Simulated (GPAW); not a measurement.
Two runs for the S K edge of atom 2 in WS2 (Tungstenite, R3m). Run A: GPAW, LDA, full core hole (charged cell), 9-atom cell with 5.5 Å between holes, 5×5×4 k points, dipole transitions, Gaussian full width 0.9 eV up to 4 eV, rising linearly to 3.5 eV at 25 eV, without spin-orbit coupling. Run B differs in one choice.

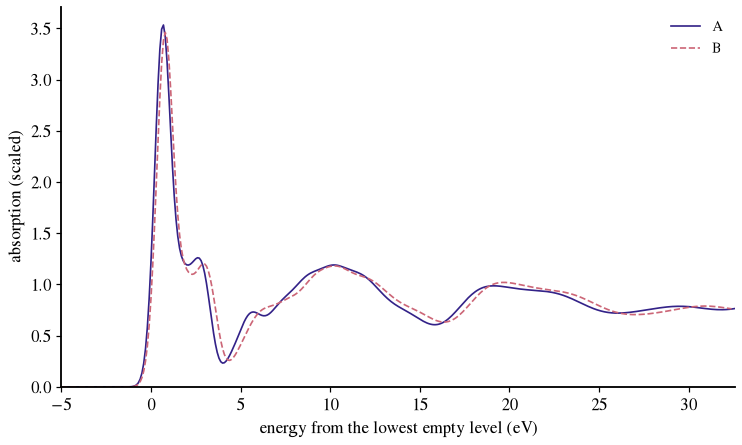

Energy from the lowest empty level; intensity scaled to a mean of 1 over the first 20 eV.

Q: What was changed?
a) the broadening
b) the size of the supercell
c) the volume of the cell
d) the plane-wave cutoff

(c): run B changes the volume scale from 1 to 0.94. The scaled spectrum changes by 12 % r.m.s. The highest intensity below 16 eV goes from 0.7 eV (3.53) to 0.8 eV (3.46). Other settings could leave a like mark; this is the one that was changed.

[Hosts, paths, dates, database ids (printed as entryN), source tags and the programs' standing remarks are cut or masked in the printed files.]

[Lists of maxima count a maximum above −3 eV only where it reaches 4 % of the highest in the window and stands out from its surroundings by 2 % of it (1.5 % where it reaches 55 %); shoulders and weaker maxima are passed over, and of the rest the first, up to two pre-edge ones and the few strongest are named.]
